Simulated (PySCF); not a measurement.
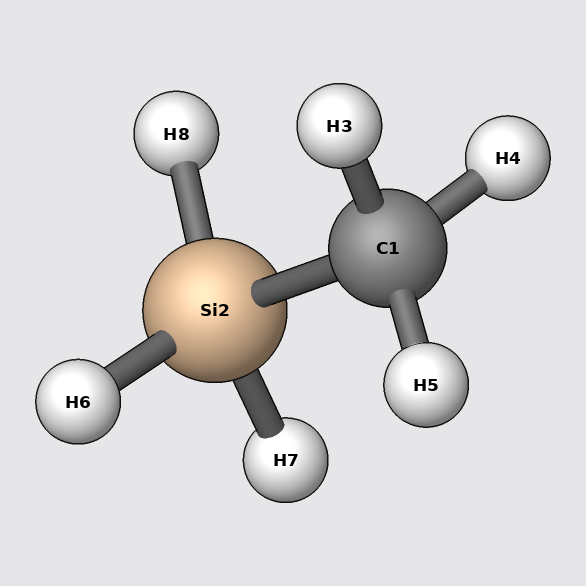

Geometry: a frame of a GFN2-xTB molecular-dynamics simulation, not a minimum. Method: GIAO PBE0/pcSseg-1 NMR shielding, non-relativistic, gas phase (PySCF 2.14.0). Principal shieldings σ11 ≤ σ22 ≤ σ33, span Ω = σ33 − σ11, skew κ = 3(σiso − σ22)/Ω.

Give the shielding tensors of the Si atoms.

| atom | σ11 | σ22 | σ33 | σiso | Ω | κ |
| --- | --- | --- | --- | --- | --- | --- |
| Si2 | 390.4 | 423.7 | 485.4 | 433.2 | 95.1 | 0.30 |

Shieldings and span in ppm.
